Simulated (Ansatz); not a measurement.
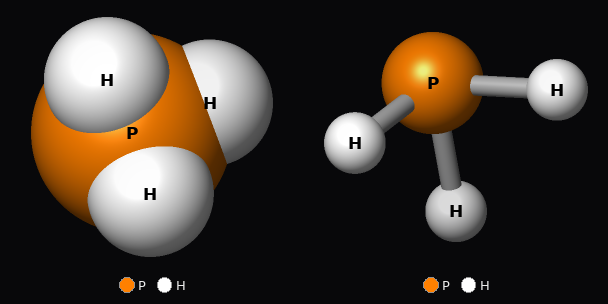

Two views of one molecule.

The geometry was computed by an optimisation with PBE0-D4/def2-TZVP. No frequency run is at hand to confirm it as a minimum.

Question: Give the formula.

Answer: PH3, 4 atoms: 1 phosphorus and 3 hydrogen.

Question: Give the symmetry (Schoenflies symbol).

Answer: C3v.

Question: How many bonds of each kind are drawn?

Answer: 3 P–H. Sticks follow a distance rule.

Question: How many sets of symmetry-equivalent atoms are there?

Answer: 2: 1 P, 3 H.

More results for the same structure follow; atom numbers are the same in all pictures, views and colours differ.

### Geometry

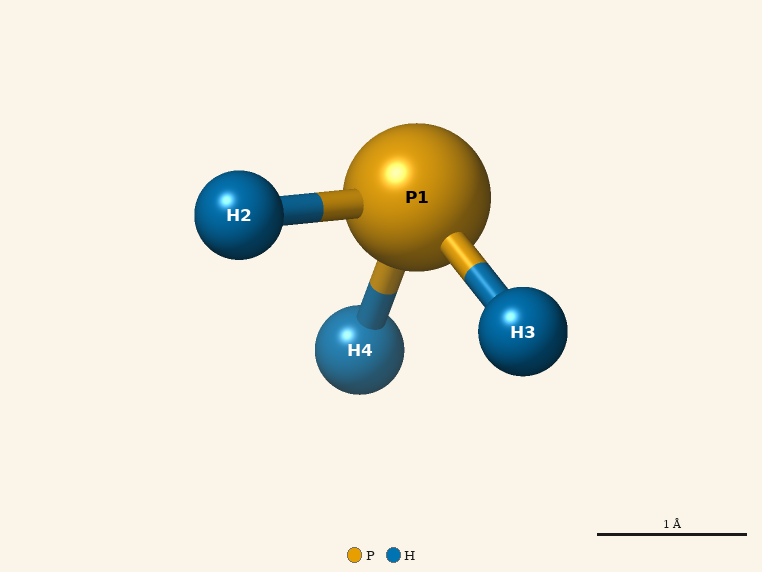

Numbered structure. No frequency run is at hand to confirm it as a minimum.

Estimate the angles H2–P1–H3.

```
   angle  degrees
H2–P1–H3     93.1
```

### Electronic properties

No frequency run is at hand to confirm it as a minimum. Level of theory: RKS PBE0-D4/def2-TZVPPD (Ansatz 0.2.0).

Predict the main results.

- HOMO energy (Kohn–Sham orbital): −7.88 eV
- LUMO energy (Kohn–Sham orbital): 0.27 eV
- HOMO–LUMO gap: 8.15 eV

### Charges

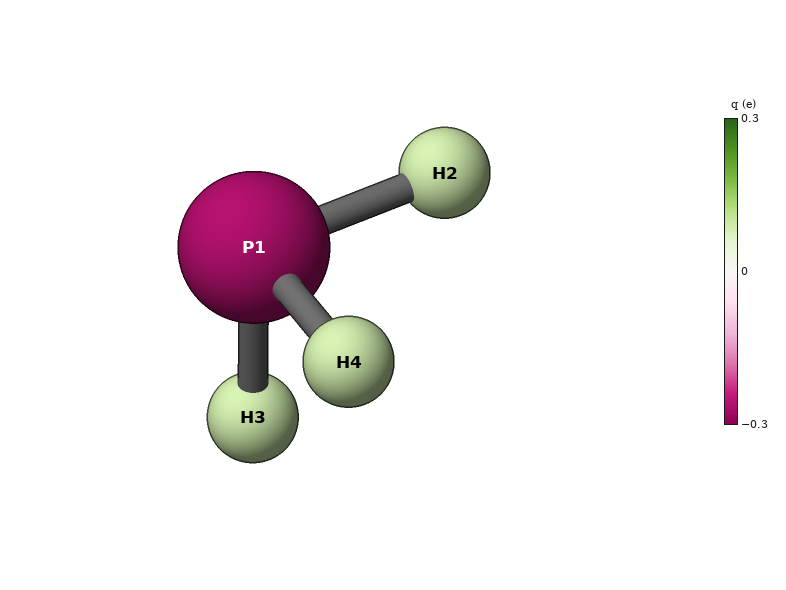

Atoms are coloured by their Mulliken charges. No frequency run is at hand to confirm it as a minimum. Properties computed with RKS PBE0-D4/def2-TZVP (Ansatz 0.2.0).

Give the Mulliken charges atom by atom.

```csv
atom,value (e)
P1,−0.26
H2,0.09
H3,0.09
H4,0.09
```

### Dipole moment

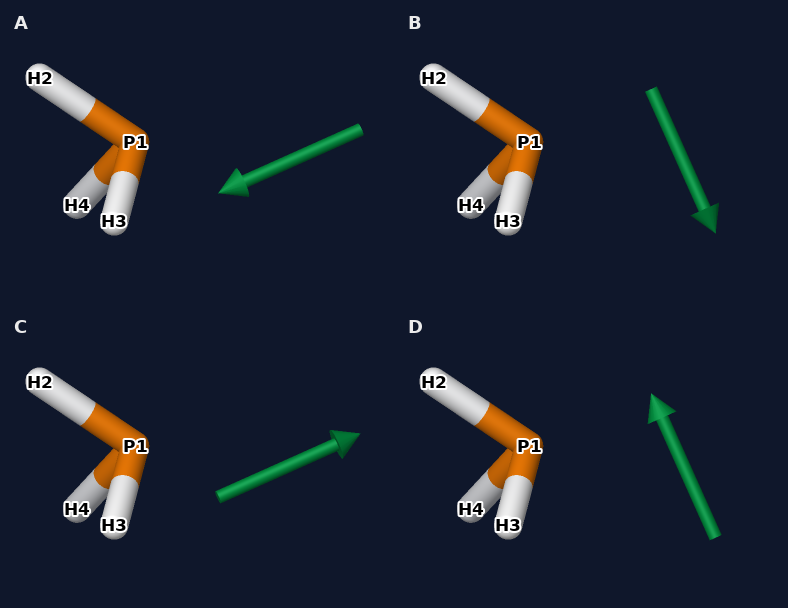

The same molecule four times, each with an arrow. No frequency run is at hand to confirm it as a minimum. Properties computed with RKS PBE0-D4/def2-TZVP (Ansatz 0.2.0).

Question: Which arrow points along the dipole moment, from the negative to the positive end?

Answer: A. The dipole moment is 0.70 D; it points from the side of P1 to the side of H2, H3, H4 (the outermost atoms at the two ends).

Mulliken values depend strongly on the basis set and can even reverse the polarity of a bond.
